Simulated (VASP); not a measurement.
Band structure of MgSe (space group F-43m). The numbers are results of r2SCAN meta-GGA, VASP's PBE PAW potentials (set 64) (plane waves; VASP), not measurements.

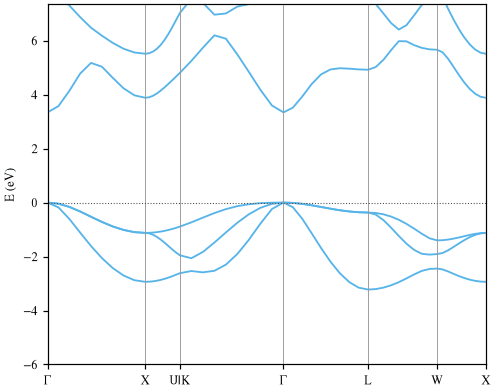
Figure: Bands along high-symmetry lines, zero at the valence-band maximum or, without a gap, the Fermi level

**Question.** Read the plot: is there a gap, and where are the band edges?

**Answer.** The gap is direct, 3.34 eV, from the valence maximum at Γ to the conduction minimum at Γ.

The structure comes from a computed database's MgSe entry (F-43m); how it stands against other phases isn't given here. The cell was not relaxed at this level.
